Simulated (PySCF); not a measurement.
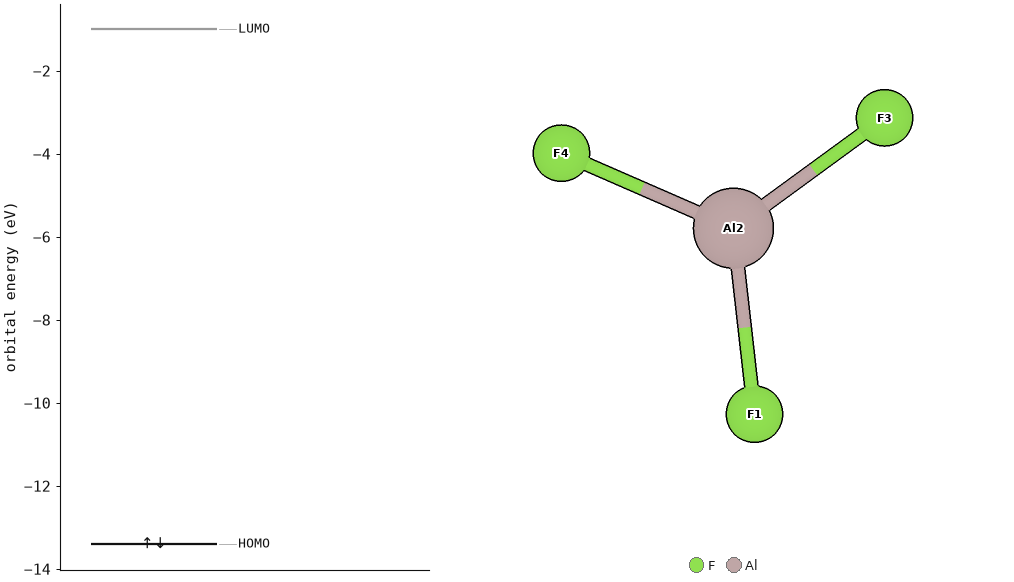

AlF₃ (aluminum trifluoride), SMILES [F][Al]([F])[F], singlet. Kohn-Sham orbital energies near the frontier, CAM-B3LYP/aug-cc-pVTZ in PySCF 2.14.0, at a PBE0-D3(BJ)/def2-TZVP geometry (no frequency check), isolated molecule; empty levels in grey, levels within 0.03 eV side by side.

### Where do the frontier orbitals lie?

HOMO at −13.41 eV, LUMO at −1.00 eV, 12.40 eV apart.

### On which atoms do HOMO and LUMO mostly sit?

HOMO: F1/F3/F4 30 % each. LUMO: Al2 76 %, F4/F3/F1 8 % each (Löwdin shares).

Known limits of this run: empty levels above zero depend strongly on the basis.
